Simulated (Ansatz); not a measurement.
System: BBrMgO2 (SMILES O=B[O][Mg][Br]).

The calculation's input:

```
basis:
  gaussian: {orbitals: def2-TZVPD}
crystal:
  periodic: [false, false, false]
  atoms:
    - symbol: B
      position_ang: [0.000000, 0.000000, -1.723206]
    - symbol: Br
      position_ang: [0.000000, 0.000000, 3.709325]
    - symbol: Mg
      position_ang: [0.000000, 0.000000, 1.380490]
    - symbol: O
      position_ang: [0.000000, 0.000000, -2.941070]
    - symbol: O
      position_ang: [0.000000, 0.000000, -0.425539]
hamiltonian: {xc: {name: PBE0}}
output: {forces: true, orbitals: {seedname: orbitals}}
```

Launched as:

```sh
ansatz run input.yaml --threads 1 --pin off --max-ram 2610MiB --events-out events.jsonl --progress --plain --runs-dir runs
```

Geometry: PBE0-D3(BJ)/def2-SVP.

Theory: Ansatz 0.2.0, isolated molecule in a Gaussian basis; Kohn-Sham density functional theory, functional PBE0.

Q: Predict the electron density and electron localisation function between the atoms.

A: B–O (1.22 Å): ρ at the midpoint is about 2.9 e/Å³; the ELF peaks at about 0.80 between the atoms; a short, strongly polar bond.
Mg–O (1.81 Å): the density is about 0.6 e/Å³ at the midpoint; the ELF peaks at about 0.85 in the valence shell of O, 0.6 Å from its nucleus, and is about 0.25 at the midpoint: a largely ionic contact.
Mg–Br (2.33 Å): the density is about 0.52 e/Å³ at the midpoint; the ELF peaks at about 0.80 in the valence shell of Br, 1.1 Å from its nucleus, and falls to about 0.05 next to Mg: an ionic contact with no shared pair.
B–O (1.30 Å): ρ is about 2.4 e/Å³ halfway; the ELF peaks at about 0.85 between the atoms: a short, strongly polar bond.

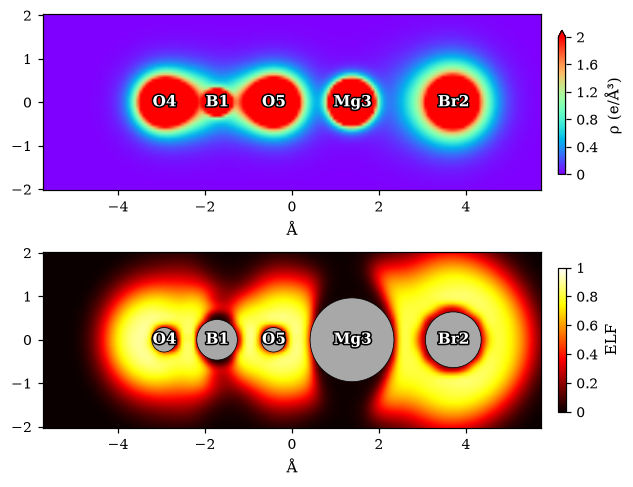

Computed electron density and electron localisation function on a plane that holds the molecular axis, in this order. Grey discs cover the atomic cores in the ELF map. 
